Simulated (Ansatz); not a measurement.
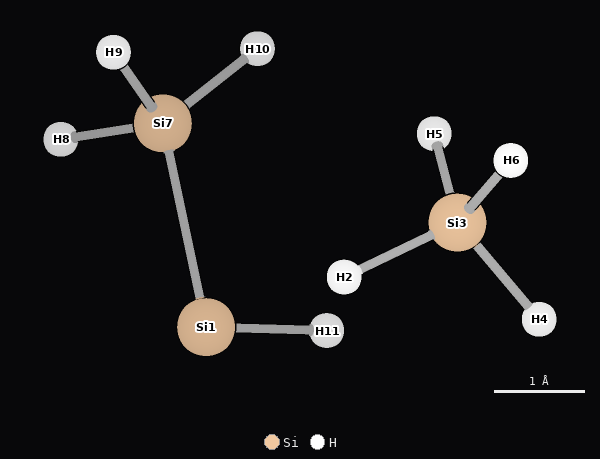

**Figure 1.** The input geometry (ball-and-stick view, seen at a tilt; atoms are numbered from 1 in the order of the input).

## Si$_{3}$H$_{8}$: geometry relaxation (part 1 of 2)

- system: Si$_{3}$H$_{8}$
- method: RKS r2SCANh/def2-SVP (Ansatz 0.2.0)

It belongs to a series of runs on one base structure; here: end point B relaxed. Figures and captions count atoms from 1; the log counts them from 0 in places.

### Input file
```yaml
crystal:
  periodic: [false, false, false]
  atoms:
    - { symbol: Si, position_ang: [-1.043391, -0.385774, 0.282754] }
    - { symbol: H, position_ang: [1.199318, -0.031967, 1.646954] }
    - { symbol: Si, position_ang: [2.334319, 0.019175, 0.70423] }
    - { symbol: H, position_ang: [2.701989, -1.365467, 0.307487] }
    - { symbol: H, position_ang: [1.997397, 0.835574, -0.489632] }
    - { symbol: H, position_ang: [3.454432, 0.659177, 1.445261] }
    - { symbol: Si, position_ang: [-1.083003, 1.765231, -0.772952] }
    - { symbol: H, position_ang: [-2.485295, 1.817334, -1.321026] }
    - { symbol: H, position_ang: [-0.977886, 2.878582, 0.216309] }
    - { symbol: H, position_ang: [-0.142706, 2.061378, -1.900696] }
    - { symbol: H, position_ang: [-0.102275, -1.004643, -0.76469] }
basis:
  gaussian: { orbitals: def2-SVP }
hamiltonian:
  xc: r2scanh
relax:
  f_tol: 0.03
  max_steps: 50
output:
  orbitals: {}
```

Run on 4 threads of Arm Neoverse V1, 24 GiB of memory available, shared host.

Launch command:
```bash
ansatz run input.yaml --threads 4 --pin off --max-ram 5120MiB --backend cpu --events-out ev --progress --plain --runs-dir out
```

### What the program printed
```
The last accepted step is kept in [file] (removed where the run ends without a failure and the disk answers)
Engine: ansatz 0.2.0, aarch64-unknown-linux-gnu
Functional definition: r2SCANh
  parameter a = 0.1
  parameter k0 = 0.174
  parameter k1 = 0.065
  parameter a1 = 4.9479
  exchange = (1 - a)*r2scan_x(k0 = k0, k1 = k1, a1 = a1) + a*exact_x
  correlation = r2scan_c
966 factors; integrals over basis functions are off by at most 2.2e-4 eV
mean field evaluation 1: about -23749.7837 eV, gradient 1.1e1 eV
mean field evaluation 2: about -23750.0855 eV, gradient 8.2e0 eV
mean field evaluation 4: about -23750.4025 eV, gradient 2.7e-1 eV
mean field evaluation 8: about -23750.3994 eV, gradient 1.7e-2 eV
mean field -23750.39940598 eV, -872.8110795707 hartree, gradient 5.1e-5 eV, S^2 0.000000; 0 other end points of the search recorded, 0 dependent functions left out
the calculation of the forces begins
reference -23750.39941654 eV, -872.8110799591 hartree; 25, 25 occupied and 69, 69 virtual orbitals, 966 factors
relax step   1: F+E_penalty+E_count = -23750.39940598 eV  Δ(F+E_penalty+E_count) = +0.000e0 eV  max|allowed force component| = 7.251e-1 eV/Å  Δτ_max = 0.0000 Å  (23 SCF iters, accepted)
these checks for a lower state are left out or cut short: starts, cluster_reference, orbital_swaps, neighbouring_geometries, increment
966 factors; integrals over basis functions are off by at most 5.9e-4 eV
mean field evaluation 16: about -23750.5215 eV, gradient 9.1e-2 eV
mean field -23750.51787117 eV, -872.8154330862 hartree, gradient 2.2e-5 eV, S^2 0.000000; 0 other end points of the search recorded, 0 dependent functions left out
[... from here on the field's lines of each further geometry are left out, up to the last ...]
relax step   2: F+E_penalty+E_count = -23750.51787117 eV  Δ(F+E_penalty+E_count) = -1.185e-1 eV  max|allowed force component| = 4.338e-1 eV/Å  Δτ_max = 0.1947 Å  (23 SCF iters, accepted)
relax step   3: F+E_penalty+E_count = -23750.62641000 eV  Δ(F+E_penalty+E_count) = -1.085e-1 eV  max|allowed force component| = 5.017e-1 eV/Å  Δτ_max = 0.1902 Å  (25 SCF iters, accepted)
relax step   4: F+E_penalty+E_count = -23750.75277865 eV  Δ(F+E_penalty+E_count) = -1.264e-1 eV  max|allowed force component| = 6.003e-1 eV/Å  Δτ_max = 0.1962 Å  (25 SCF iters, accepted)
relax step   5: F+E_penalty+E_count = -23750.90554507 eV  Δ(F+E_penalty+E_count) = -1.528e-1 eV  max|allowed force component| = 2.047e-1 eV/Å  Δτ_max = 0.1916 Å  (25 SCF iters, accepted)
relax step   6: F+E_penalty+E_count = -23750.93874410 eV  Δ(F+E_penalty+E_count) = -3.320e-2 eV  max|allowed force component| = 2.258e-1 eV/Å  Δτ_max = 0.1330 Å  (25 SCF iters, accepted)
relax step   7: F+E_penalty+E_count = -23750.97093453 eV  Δ(F+E_penalty+E_count) = -3.219e-2 eV  max|allowed force component| = 3.788e-1 eV/Å  Δτ_max = 0.1421 Å  (25 SCF iters, accepted)
relax step   8: F+E_penalty+E_count = -23751.02170910 eV  Δ(F+E_penalty+E_count) = -5.077e-2 eV  max|allowed force component| = 2.822e-1 eV/Å  Δτ_max = 0.1433 Å  (25 SCF iters, accepted)
relax step   9: F+E_penalty+E_count = -23751.11970216 eV  Δ(F+E_penalty+E_count) = -9.799e-2 eV  max|allowed force component| = 4.883e-1 eV/Å  Δτ_max = 0.1934 Å  (27 SCF iters, accepted)
relax step  10: F+E_penalty+E_count = -23751.21294171 eV  Δ(F+E_penalty+E_count) = -9.324e-2 eV  max|allowed force component| = 1.307e0 eV/Å  Δτ_max = 0.1955 Å  (27 SCF iters, accepted)
relax step  11: F+E_penalty+E_count = -23751.53175597 eV  Δ(F+E_penalty+E_count) = -3.188e-1 eV  max|allowed force component| = 1.239e0 eV/Å  Δτ_max = 0.1946 Å  (26 SCF iters, accepted)
relax step  12: F+E_penalty+E_count = -23751.88615930 eV  Δ(F+E_penalty+E_count) = -3.544e-1 eV  max|allowed force component| = 1.747e0 eV/Å  Δτ_max = 0.1946 Å  (26 SCF iters, accepted)
relax step  13: F+E_penalty+E_count = -23752.26446648 eV  Δ(F+E_penalty+E_count) = -3.783e-1 eV  max|allowed force component| = 1.410e0 eV/Å  Δτ_max = 0.1969 Å  (25 SCF iters, accepted)
relax step  14: F+E_penalty+E_count = -23752.71459935 eV  Δ(F+E_penalty+E_count) = -4.501e-1 eV  max|allowed force component| = 4.859e-1 eV/Å  Δτ_max = 0.2000 Å  (24 SCF iters, accepted)
relax step  15: F+E_penalty+E_count = -23752.84019466 eV  Δ(F+E_penalty+E_count) = -1.256e-1 eV  max|allowed force component| = 5.461e-1 eV/Å  Δτ_max = 0.1996 Å  (23 SCF iters, accepted)
relax step  16: F+E_penalty+E_count = -23752.91977222 eV  Δ(F+E_penalty+E_count) = -7.958e-2 eV  max|allowed force component| = 1.832e-1 eV/Å  Δτ_max = 0.1999 Å  (23 SCF iters, accepted)
relax step  17: F+E_penalty+E_count = -23752.93011126 eV  Δ(F+E_penalty+E_count) = -1.034e-2 eV  max|allowed force component| = 3.137e-2 eV/Å  Δτ_max = 0.1033 Å  (20 SCF iters, accepted)
relax step  18: F+E_penalty+E_count = -23752.93214648 eV  Δ(F+E_penalty+E_count) = -2.035e-3 eV  max|allowed force component| = 1.288e-2 eV/Å  Δτ_max = 0.0592 Å  (20 SCF iters, accepted)
relax step  19: F+E_penalty+E_count = -23752.93276877 eV  Δ(F+E_penalty+E_count) = -6.223e-4 eV  max|allowed force component| = 4.454e-2 eV/Å  Δτ_max = 0.0701 Å  (20 SCF iters, accepted)
the calculation of the forces begins
reference -23752.93292472 eV, -872.9041846673 hartree; 25, 25 occupied and 69, 69 virtual orbitals, 966 factors
relax step  20: F+E_penalty+E_count = -23752.93291404 eV  Δ(F+E_penalty+E_count) = -1.453e-4 eV  max|allowed force component| = 2.750e-2 eV/Å  Δτ_max = 0.0055 Å  (18 SCF iters, accepted)
```

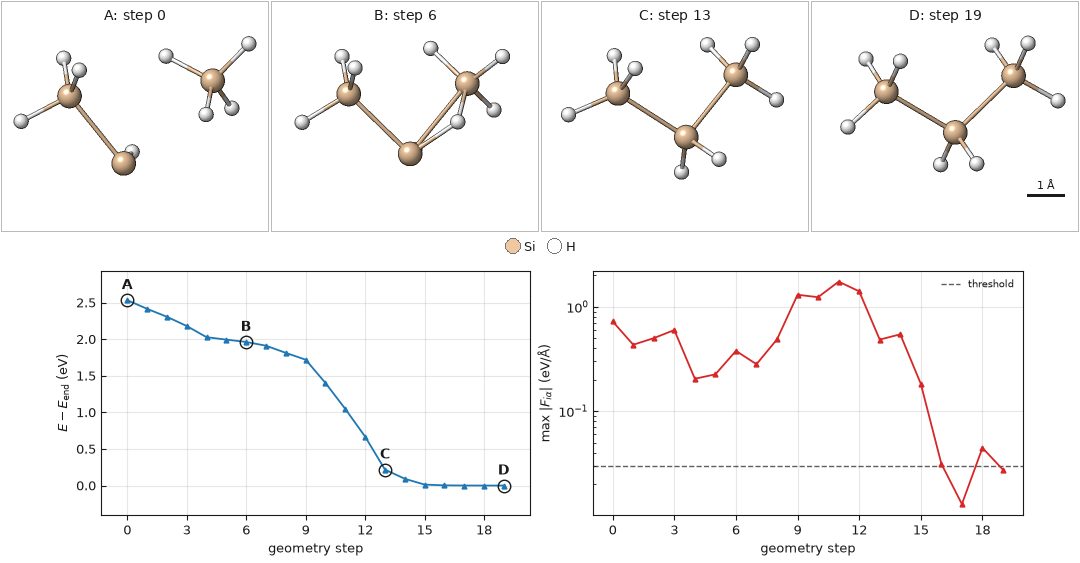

**Figure 2.** Frames of the relaxation (ball-and-stick view, seen at a tilt) above the curves, on which the letters mark them (the first geometry is step 0 here and step 1 in the log).

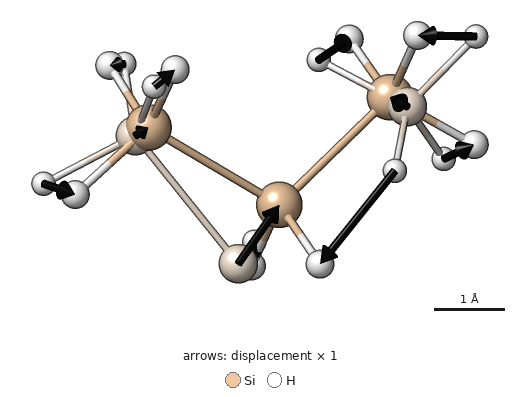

**Figure 3.** Start (faint) and end (solid) with the displacements as black arrows, at true length (ball-and-stick view, seen at a tilt). The two geometries are laid on each other by the best rigid fit. H2 moves most after the best rigid fit: 1.77 Å. By element the largest moves are H 1.77 Å, Si 1.10 Å. Distances before and after: H2–Si3 1.476 → 3.179 Å, Si1–H2 2.649 → 1.495 Å, Si1–Si3 3.428 → 2.346 Å, Si1–Si7 2.396 → 2.346 Å. New bonds form: Si1–H2 (2.65 → 1.50 Å), Si1–Si3 (3.43 → 2.35 Å). Bonds break: H2–Si3 (1.48 → 3.18 Å). Among the angles that change: Si7–Si1–H11 94.1° → 109.5°, Si1–Si7–H10 119.9° → 109.7°, Si1–Si7–H8 101.9° → 111.2°. The energy falls by 2.534 eV in 19 geometry steps. Largest force component: 0.73 eV/Å at the start, 0.027 eV/Å at the end. (Atoms are counted from 1 in the order of the input.)

```
966 factors; integrals over basis functions are off by at most 9.6e-4 eV
mean field -23752.93291404 eV, -872.9041842747 hartree, gradient 2.3e-5 eV, S^2 0.000000; 1 other end points of the search recorded, 0 dependent functions left out
the calculation of the forces begins
reference -23752.93292472 eV, -872.9041846673 hartree; 25, 25 occupied and 69, 69 virtual orbitals, 966 factors
Total energy: -23752.93292472 eV, -872.9041846673 hartree
Atom 0 at     0.053129    -0.160091     0.201031 Å, force    -0.006641     0.010347     0.001904 eV/Å
Atom 1 at    -0.439270    -0.492489     1.573158 Å, force    -0.001804    -0.002729     0.000962 eV/Å
Atom 2 at     2.384445     0.099749     0.237350 Å, force     0.002370    -0.008142    -0.011613 eV/Å
Atom 3 at     3.059458    -1.143540     0.714515 Å, force    -0.004180     0.010851    -0.002623 eV/Å
Atom 4 at     2.870319     0.413693    -1.139354 Å, force     0.002490    -0.000425     0.009262 eV/Å
Atom 5 at     2.756178     1.227896     1.142034 Å, force    -0.006467    -0.005095    -0.002569 eV/Å
Atom 6 at    -0.967731     1.817453    -0.541862 Å, force    -0.007910     0.016189    -0.012741 eV/Å
Atom 7 at    -2.450682     1.659173    -0.629611 Å, force     0.027497     0.004467     0.003678 eV/Å
Atom 8 at    -0.656787     2.931518     0.403646 Å, force    -0.002813    -0.015310    -0.013594 eV/Å
Atom 9 at    -0.441776     2.179676    -1.893007 Å, force    -0.011083    -0.008053     0.025267 eV/Å
Atom 10 at    -0.314383    -1.284438    -0.713902 Å, force     0.008541    -0.002100     0.002067 eV/Å
Dipole moment:    -0.004510    -0.011944     0.005007 e Å
```

### Trajectory as extended XYZ (Å, eV, eV/Å), 20 frames, from step=1 to step=20
```
11
Properties=species:S:1:pos:R:3:forces:R:3 step=1 energy=-23750.39941
Si   -1.0434   -0.3858    0.2828    0.1768  -0.0064   0.1545
H     1.1993   -0.0320    1.6470   -0.7251  -0.0497   0.1197
Si    2.3343    0.0192    0.7042    0.5927  -0.0006  -0.3459
H     2.7020   -1.3655    0.3075   -0.0140   0.0088   0.0033
H     1.9974    0.8356   -0.4896    0.0065   0.0233  -0.0059
H     3.4544    0.6592    1.4453    0.0142   0.0136   0.0271
Si   -1.0830    1.7652   -0.7730   -0.0314  -0.0601  -0.1263
H    -2.4853    1.8173   -1.3210    0.0643   0.0116   0.0046
H    -0.9779    2.8786    0.2163    0.0004   0.0055   0.0689
H    -0.1427    2.0614   -1.9007   -0.0189  -0.0285   0.0419
H    -0.1023   -1.0046   -0.7647   -0.0654   0.0823   0.0580
11
Properties=species:S:1:pos:R:3:forces:R:3 step=2 energy=-23750.51787
Si   -0.9684   -0.3657    0.3824    0.3208   0.0335   0.0795
H     1.0592   -0.0412    1.5121   -0.4338  -0.0206  -0.0212
Si    2.3090    0.0255    0.6695    0.2124   0.0342  -0.3615
H     2.6879   -1.3587    0.2843   -0.0140   0.0112   0.0275
H     2.0114    0.8526   -0.5274    0.1121   0.0114  -0.0215
H     3.4006    0.6633    1.4600   -0.1522  -0.0213   0.1044
Si   -1.0574    1.7434   -0.7593   -0.0887   0.0114   0.0743
H    -2.4506    1.8032   -1.3250    0.0505  -0.0261   0.0290
H    -0.9648    2.8512    0.2403    0.0130   0.0691  -0.0143
H    -0.1133    2.0390   -1.8817    0.0288  -0.0375   0.0374
H    -0.0607   -0.9639   -0.7013   -0.0488  -0.0654   0.0664
11
Properties=species:S:1:pos:R:3:forces:R:3 step=3 energy=-23750.62641
Si   -0.8926   -0.3460    0.4769    0.5017   0.0678  -0.0799
H     0.9234   -0.0488    1.3791   -0.1132   0.0285  -0.0080
Si    2.2842    0.0321    0.6351   -0.1376   0.0959  -0.4405
H     2.6752   -1.3516    0.2629   -0.0346   0.0102   0.0647
H     2.0303    0.8701   -0.5654    0.1939  -0.0071  -0.0045
H     3.3446    0.6668    1.4783   -0.3263  -0.0629   0.1408
Si   -1.0317    1.7248   -0.7437   -0.1379   0.0504   0.2806
H    -2.4172    1.7877   -1.3247    0.0458  -0.0641   0.0525
H    -0.9521    2.8317    0.2611    0.0247   0.1276  -0.0941
H    -0.0856    2.0180   -1.8629    0.0753  -0.0405   0.0304
H    -0.0255   -0.9362   -0.6427   -0.0919  -0.2059   0.0580
11
Properties=species:S:1:pos:R:3:forces:R:3 step=4 energy=-23750.75278
Si   -0.7700   -0.3308    0.5620    0.1005   0.0003  -0.4716
H     0.7854   -0.0370    1.2402    0.4449   0.1174   0.4421
Si    2.2352    0.0515    0.5785   -0.1687   0.1264  -0.6003
H     2.6419   -1.3352    0.2375   -0.0582   0.0155   0.0859
H     2.0654    0.9047   -0.6254    0.2270  -0.0236   0.0157
H     3.2322    0.6707    1.5122   -0.4480  -0.0765   0.1209
Si   -0.9872    1.7178   -0.7027   -0.1383  -0.0068   0.3285
H    -2.3686    1.7512   -1.2944    0.0634  -0.0949   0.0724
H    -0.9317    2.8565    0.2710    0.0437   0.0891  -0.1154
H    -0.0433    1.9947   -1.8272    0.0936  -0.0079   0.0138
H    -0.0063   -0.9955   -0.5976   -0.1601  -0.1390   0.1080
11
Properties=species:S:1:pos:R:3:forces:R:3 step=5 energy=-23750.90555
Si   -0.7196   -0.3381    0.5473    0.1882   0.0884   0.0864
H     0.8108   -0.0023    1.2691   -0.1350  -0.0431   0.0478
Si    2.1950    0.0759    0.4784   -0.0508   0.0137   0.0503
H     2.6054   -1.3257    0.2162    0.0013   0.0512  -0.0353
H     2.1549    0.9466   -0.7194    0.1144  -0.0250  -0.0041
H     3.0476    0.6680    1.5635   -0.2047  -0.0413  -0.1576
Si   -0.9591    1.7303   -0.6506    0.0373  -0.0770  -0.0554
H    -2.3350    1.6974   -1.2471    0.0276  -0.0247   0.0357
H    -0.9147    2.9207    0.2573    0.0232  -0.0438   0.0118
H    -0.0025    1.9790   -1.7773   -0.0094   0.0393   0.0128
H    -0.0298   -1.1031   -0.5833    0.0078   0.0624   0.0076
11
Properties=species:S:1:pos:R:3:forces:R:3 step=6 energy=-23750.93874
Si   -0.6889   -0.3361    0.5666    0.2258   0.1225  -0.1153
H     0.7606    0.0019    1.3015    0.0076  -0.0066   0.1974
Si    2.1271    0.0630    0.4362   -0.1451   0.0234  -0.1020
H     2.5749   -1.3317    0.1994   -0.0168   0.0416   0.0056
H     2.1540    0.9313   -0.7673    0.0587  -0.0627   0.0225
H     2.9354    0.6776    1.5275   -0.0330   0.0246  -0.0012
Si   -0.9188    1.7200   -0.6452   -0.0514   0.0108  -0.0177
H    -2.3005    1.6632   -1.2213   -0.0008   0.0062   0.0015
H    -0.8885    2.9001    0.2732    0.0151   0.0070   0.0265
H     0.0138    2.0155   -1.7837   -0.0075  -0.0552   0.0644
H     0.0838   -1.0560   -0.5327   -0.0527  -0.1116  -0.0817
```
